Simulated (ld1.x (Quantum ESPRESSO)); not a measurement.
# Pseudopotential generation: Ga (part 2 of 2)

Continued. System: gallium (Ga, Z = 31), core [Ar], reference valence 3d10 4s2 4p1, valence charge 13. Method: TM potential, LDA (PZ), fully relativistic, made with ld1.x (Quantum ESPRESSO) 7.5.

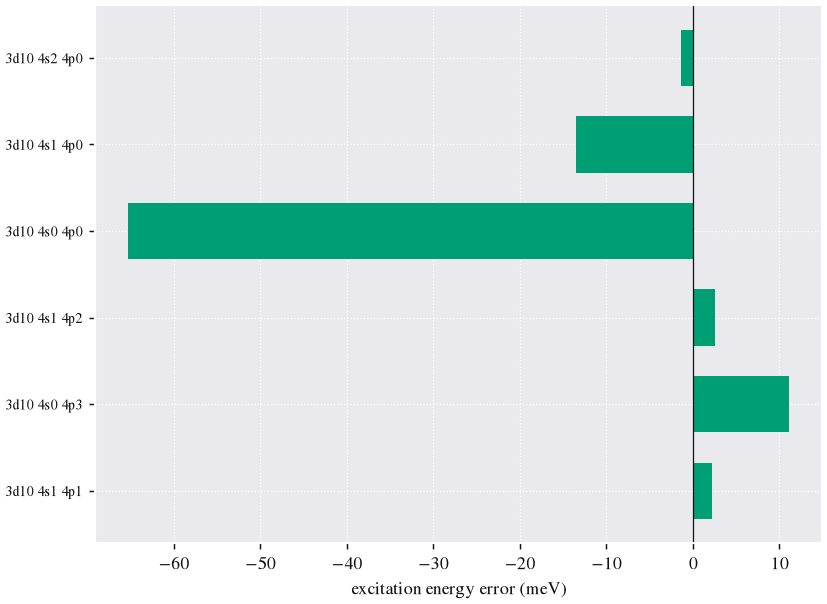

Figure 2. Errors, all-electron minus pseudo, of the energies of valence configurations relative to the unpolarised reference 3d10 4s2 4p1. Not all tests gave a result: 1 of 7 tests not solved.

- Worst configuration: 3d10 4s0 4p0 (charge +3): the error is -65 meV on an all-electron energy of +58.99 eV relative to the reference, or 0.11 %. Note that the pseudo-atom misses its own reference levels by up to 0.28 eV.
- Errors in meV: 3d10 4s2 4p0: -1.3; 3d10 4s1 4p0: -14; 3d10 4s0 4p0: -65; 3d10 4s1 4p2: +2.5; 3d10 4s0 4p3: +11; 3d10 4s1 4p1: +2.2.
- Configurations within 10 meV and within 50 meV: 3 and 5 of 6. The potential isn't sound: its ghost test gives ghost states below the valence levels: s at -341.6 eV, p3/2 at -120.8 eV, p1/2 at -114.8 eV.

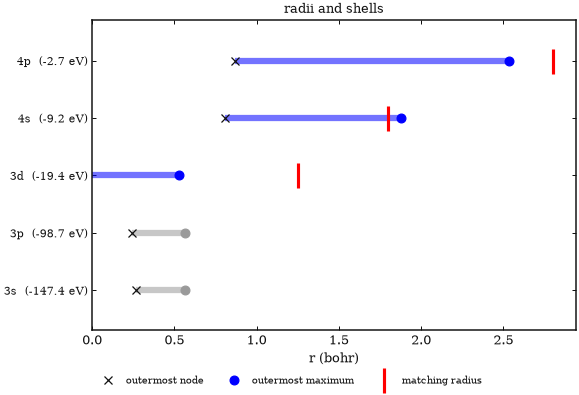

Figure 3. Outer shells of the all-electron reference atom: each bar runs from the outermost node (or the nucleus) to the outermost maximum of u(r); the tick is the radius chosen for the pseudo-wave. Shells without a tick have no pseudo-wave of their own. Levels, nodes and maxima are from ld1.x, scalar-relativistic.

- Radii against the shells: 3d: 1.25 bohr, outside the maximum; 4s: 1.80 bohr, between node and maximum; 4p: 2.80 bohr, outside the maximum.

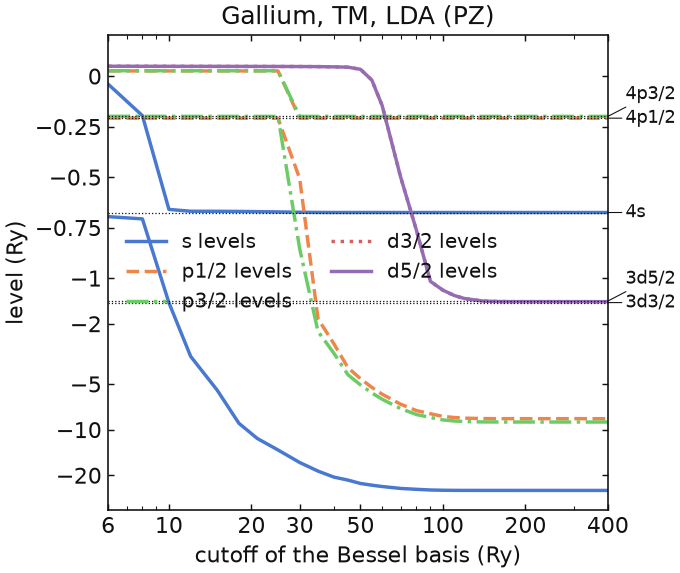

Figure 4. The pseudo-atom Hamiltonian at the reference potential is diagonalised in spherical Bessel functions (20 bohr box) up to the cutoff. Curves: the lowest levels of each channel that holds a bound state. Dotted lines: the all-electron valence levels.

- Ghost states: below the valence levels: s at -341.6 eV, p3/2 at -120.8 eV, p1/2 at -114.8 eV. A ghost is a state of the pseudo-atom that lies below a valence level of its channel, or is bound in a channel without one, and matches no all-electron valence level; bound levels above the valence ones can be real empty states. Not every valence level is met: 3d3/2 ends 0.020 Ry too high, 3d5/2 ends 0.014 Ry too low at the highest cutoff, where a miss can come from the basis as well as from the potential. In Ry: s -25.11, p3/2 -8.88, p1/2 -8.44.
- Onset of the ghost: the lowest s curve lies clearly below the lowest valence level of its channel from about 10 Ry on and ends at -25.11 Ry.
- All-electron valence levels: 4s: -0.67 Ry; 4p1/2: -0.21 Ry; 4p3/2: -0.20 Ry; 3d3/2: -1.45 Ry; 3d5/2: -1.41 Ry. The potential isn't sound: the pseudo-atom misses its own reference levels by up to 0.28 eV.

Input:
```
 &input
   title='Ga', zed=31., rel=2, dft='PZ', iswitch=3,
   config='[Ar] 3d10 4s2 4p1', rel_dist='average',
   nld=5, rlderiv=3.05, eminld=-3.0, emaxld=5.0, deld=0.02
 /
 &inputp
   pseudotype=2, tm=.true., lloc=2,
   nlcc=.true., rcore=0.60,
   file_pseudopw='Ga.UPF', file_wfcaegen='ae.wfc', file_wfcncgen='nc.wfc', file_beta='beta', file_chi='chi'
 /
3
4S  1  0   2.00   0.00  1.80  1.80  0.0
4P  2  1   1.00   0.00  2.80  2.80  0.0
3D  3  2  10.00   0.00  1.25  1.25  0.0
 &test
   configts(1)='3d10 4s2 4p1'
 /
```

Input of the test run:
```
 &input
   title='Ga', zed=31., rel=2, dft='PZ', iswitch=2,
   config='[Ar] 3d10 4s2 4p1', rel_dist='average'
 /
 &test
   file_pseudo='Ga.UPF', nconf=8,
   configts(1)='3d10 4s2 4p1',
   configts(2)='3d10 4s2 4p0',
   configts(3)='3d10 4s1 4p0',
   configts(4)='3d10 4s0 4p0',
   configts(5)='3d10 4s1 4p2',
   configts(6)='3d10 4s0 4p3',
   configts(7)='3d9 4s2 4p1',
   configts(8)='3d10 4s1 4p1'
 /
```

Run as:
```bash
ld1.x < Ga.in > Ga.out
```

Summary:

- outcome: generated, with a ghost state; no spin-orbit splitting in 3d; the pseudo-atom misses its reference levels by up to 0.28 eV (3d)
- reference test: the pseudo-atom misses its own reference levels by up to 0.28 eV
- cutoffs needed: 180 Ry and over 300 Ry (the cutoffs, on a coarse ladder, from which the occupation-weighted sum of valence levels, in a spherical-Bessel basis at the reference potential, stays within 10 and 1 mRy of its value at 400 Ry); ghost states and empty shells don't enter this sum
- ghost test: ghost states below the valence levels: s at -341.6 eV, p3/2 at -120.8 eV, p1/2 at -114.8 eV (spherical-Bessel basis up to 400 Ry, 20 bohr box)
- configuration tests: 1 of 7 tests not solved
- largest excitation error among the tests solved: -65 meV (all-electron minus pseudo) for 3d10 4s0 4p0
- range over which the phases arctan(r u′/u) at the test radius agree within 0.05 rad (a looser test near the poles than one of phase shifts): s: up to about 1.4 Ry; p1/2: up to about 2.2 Ry; p3/2: up to about 2.2 Ry; d3/2: not judged, since its reference level lies on a steep step; d5/2: not judged, the stored energies step over a narrow level
- hardware: 1 CPU thread, shared host
- wall time: 3.7 s

Remarks:

The potential has a bound ghost state, so it can't be used as it stands. The potential has no spin-orbit splitting in 3d, whose channel is the local potential: both pseudo levels lie at −1.4256 Ry, against −1.4461 and −1.4120 Ry all-electron.
